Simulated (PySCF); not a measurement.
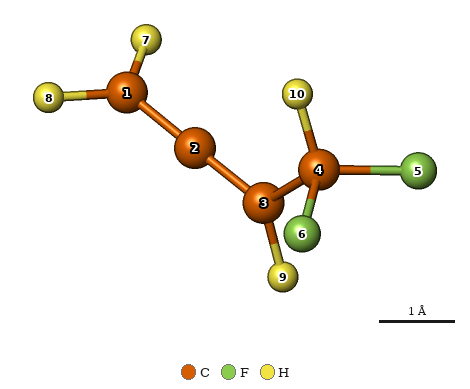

Fig. 1: The structure as given in the input (ball-and-stick view, seen at a tilt; atoms are numbered from 1 in the order of the input). Bond lengths as drawn: C–C 1.31 to 1.49 Å, C–F 1.35 Å and C–H 1.10 Å.

C4H4F2: NMR shielding calculation

The run: NMR shielding calculation of C4H4F2, SMILES C=C=CC(F)F. Method and program: GIAO PBE0/def2-TZVP NMR shielding, non-relativistic, gas phase (PySCF 2.14.0).

The geometry comes from this level: PBE0-D3(BJ)/def2-SVP. Figures and captions count atoms from 1; the log counts them from 0 in places.

What the program printed:
```
coarse grid: 9000 points
cycle   1  E = -354.1393462712  dE =  8.005e-01  |g| = 6.942e-01  |ddm| = 2.754e+00
cycle   2  E = -354.0690715651  dE =  7.027e-02  |g| = 9.982e-01  |ddm| = 9.663e-01
cycle   3  E = -354.2189724188  dE = -1.499e-01  |g| = 7.841e-02  |ddm| = 5.732e-01
cycle   4  E = -354.2200229477  dE = -1.051e-03  |g| = 3.972e-02  |ddm| = 9.353e-02
cycle   5  E = -354.2203796346  dE = -3.567e-04  |g| = 1.391e-02  |ddm| = 3.589e-02
cycle   6  E = -354.2204276954  dE = -4.806e-05  |g| = 2.442e-03  |ddm| = 1.031e-02
cycle   7  E = -354.2204291562  dE = -1.461e-06  |g| = 4.770e-04  |ddm| = 2.014e-03
final grid: 89528 points
cycle   8  E = -354.2202779232  dE = -6.279e-05  |g| = 5.686e-03  |ddm| = 7.344e-02
cycle   9  E = -354.2202763012  dE =  1.622e-06  |g| = 6.676e-03  |ddm| = 9.295e-03
cycle  10  E = -354.2202847208  dE = -8.420e-06  |g| = 1.077e-03  |ddm| = 4.631e-03
cycle  11  E = -354.2202848864  dE = -1.656e-07  |g| = 2.604e-04  |ddm| = 9.144e-04
cycle  12  E = -354.2202848976  dE = -1.123e-08  |g| = 1.121e-04  |ddm| = 2.080e-04
cycle  13  E = -354.2202849007  dE = -3.121e-09  |g| = 2.266e-05  |ddm| = 8.679e-05
cycle  14  E = -354.2202849008  dE = -1.282e-10  |g| = 3.367e-06  |ddm| = 2.524e-05
```

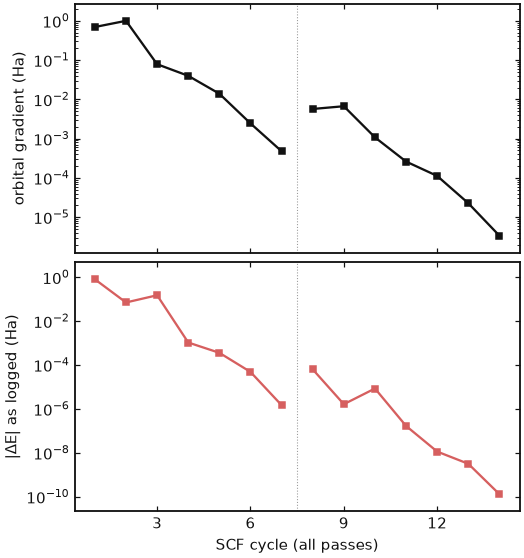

Fig. 2: Convergence of the self-consistent field: orbital gradient and size of the energy change against the SCF cycle. The dotted line marks the change from a coarse to the final integration grid. The first 7 cycles use a coarse grid, the final grid takes over at cycle 8, and the field converges after 14 cycles in all.

```
converged SCF energy = -354.2202849008

GIAO shielding tensors (ppm)
atom      isotropic    diamagn.    paramagn.     s11        s22        s33       span
  0 C      105.763     257.256    -151.493     14.707    130.455    172.128    157.421
  1 C      -36.115     262.116    -298.232    -56.519    -52.071      0.245     56.764
  2 C       93.522     258.055    -164.534     13.500    117.350    149.715    136.216
  3 C       66.647     242.269    -175.621     49.225     68.387     82.330     33.105
  4 F      297.236     464.784    -167.548    194.011    327.417    370.280    176.269
  5 F      295.714     465.091    -169.377    190.733    326.753    369.657    178.923
  6 H       26.329      29.736      -3.406     24.815     24.896     29.278      4.463
  7 H       26.330      29.740      -3.410     24.815     24.903     29.273      4.458
  8 H       25.914      30.350      -4.436     24.372     25.448     27.922      3.550
  9 H       25.433      29.765      -4.332     24.038     24.642     27.619      3.581
```

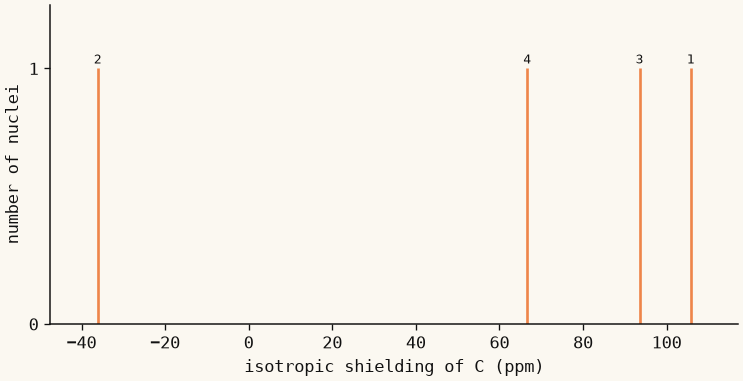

Fig. 3: Isotropic shieldings of the carbon nuclei in this fixed geometry, labelled by atom number; shielding grows to the right, so chemical shift grows to the left. The least shielded is C2 (−36.1 ppm), the most shielded C1 (105.8 ppm).

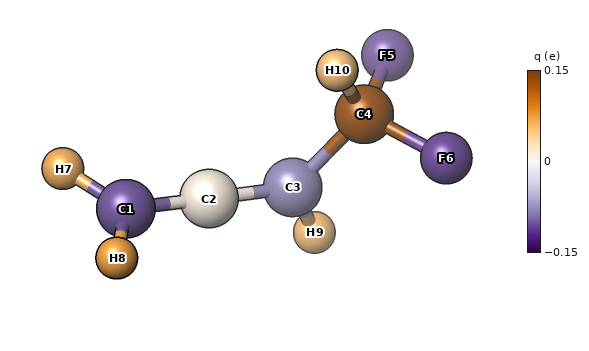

Fig. 4: Hirshfeld charges, as the colour of each atom (ball-and-stick view, seen at a tilt; atoms are numbered from 1 in the order of the input). By element: C −0.10 to +0.14, F −0.11 and H +0.05 to +0.07 e.

This output came from the following input.

Input file:
```
{"job": {"kind": "nmr", "xc": "PBE0", "basis": "def2-TZVP", "pop": true}, "charge": 0, "multiplicity": 1}
C      1.967998    -0.279958     0.754634
C      0.836699    -0.366060     0.108546
C     -0.303379    -0.440967    -0.530506
C     -1.429428     0.510639    -0.284367
F     -2.543754    -0.170873     0.066986
F     -1.722877     1.184990    -1.420709
H      2.124198    -0.819417     1.694666
H      2.793381     0.329555     0.372157
H     -0.479280    -1.210829    -1.291684
H     -1.196491     1.241214     0.508683
```

The first line tells a small driver script what to run in PySCF; the rest is the geometry in Å.

Run as:
```bash
OMP_NUM_THREADS=1 python <driver script> task.json out
```

Key numbers:

```tsv
quantity	value
outcome	converged
total energy	−354.220285 hartree
HOMO	−8.24 eV
LUMO	−0.36 eV
dipole moment	2.51 D
isotropic shielding, C	−36.1 to 105.8 ppm
isotropic shielding, F	295.7 to 297.2 ppm
isotropic shielding, H	25.4 to 26.3 ppm
hardware	1 CPU thread, shared host
wall time	20 s
peak memory	0.96 GiB
```
